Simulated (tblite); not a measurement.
## Relaxed scan of C3H8Ge

System: C3H8Ge, SMILES C=C[CH2][GeH3].
Method: GFN2-xTB relaxed scan under a harmonic restraint, gas phase (tblite 0.8.0).

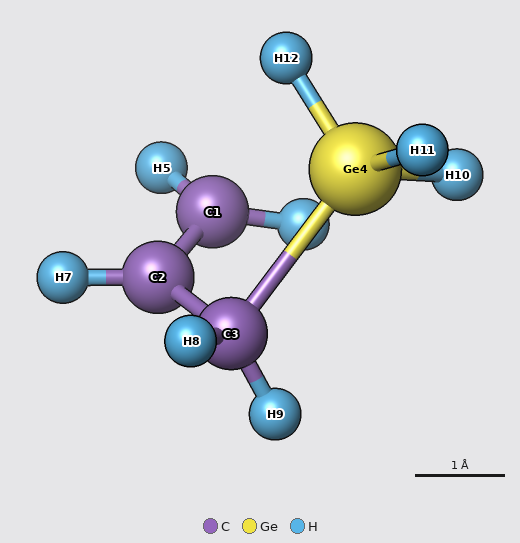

*The structure as given in the input (ball-and-stick view, seen at a tilt; atoms are numbered from 1 in the order of the input). Sticks mark near contacts.*

Bond lengths as drawn: C–C 1.33 to 1.48 Å, C–Ge 2.34 Å, C–H 1.07 to 1.08 Å and Ge–H 1.50 to 1.56 Å.

**Key numbers**

```json
{"quantity": "outcome", "value": "converged"}
{"quantity": "hardware", "value": "1 CPU thread, shared host"}
{"quantity": "wall time", "value": "0.62 s"}
{"quantity": "peak memory", "value": "0.19 GiB"}
```

**The input**
```
{"job": {"xc": "GFN2-xTB", "basis": "xTB", "coordinate": [["d", [3, 2], 1], ["d", [3, 0], -1]], "kind": "drive"}, "charge": 0, "multiplicity": 1}
C     -1.203967    -0.184937     0.762566
C     -0.949325    -0.648059    -0.454478
C      0.117426     0.020564    -1.230149
Ge     1.193643     0.413854     0.812297
H     -1.965424    -0.663657     1.367813
H     -1.000759     0.827320     1.059970
H     -1.364477    -1.583039    -0.807270
H      0.696392    -0.624625    -1.877253
H     -0.172598     0.938522    -1.724353
H      0.887827     1.709162     1.531833
H      2.731749     0.547734     0.599604
H      1.033359    -0.748405     1.745003
```

The first line tells a small driver script what to run in tblite; the rest is the geometry in Å.

Launched with:
```bash
OMP_NUM_THREADS=1 python <driver script> task.json out
```

**Output**
```
point  coordinate     E/eV
  0     -0.108     -335.05345
  1      0.041     -334.65596
  2      0.438     -335.59698
  3      0.578     -335.88211
  4      0.717     -336.12452
  5      0.853     -336.31991
  6      0.989     -336.46947
  7      1.127     -336.57392
  8      1.266     -336.63740
```
